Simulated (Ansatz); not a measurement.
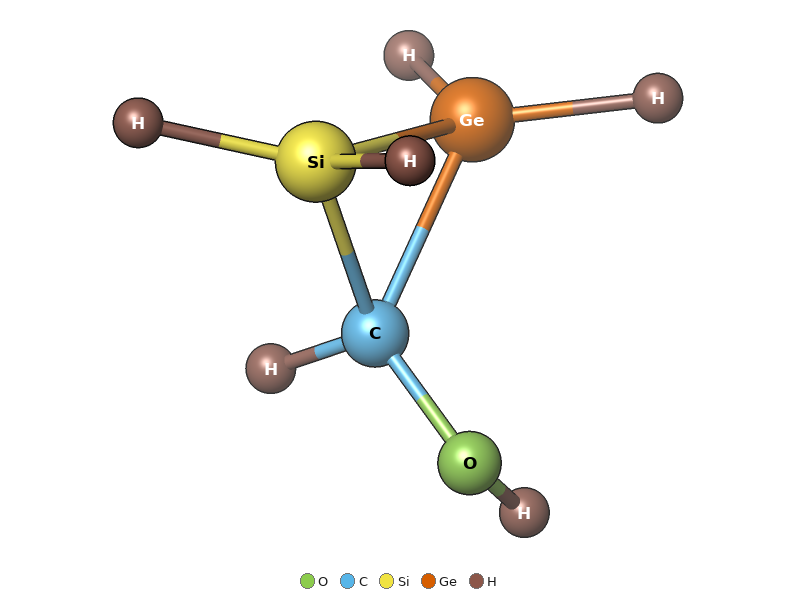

Atoms fade into the background with distance from the viewer. Computed geometry: PBE-D4/def2-SVP optimisation. No frequency run is at hand to confirm it as a minimum.

> List the symmetry elements and name the point group.

It has no symmetry element but the identity, so the point group is C1. The group has 1 operation. The geometry is chiral, and symmetry allows a dipole moment.
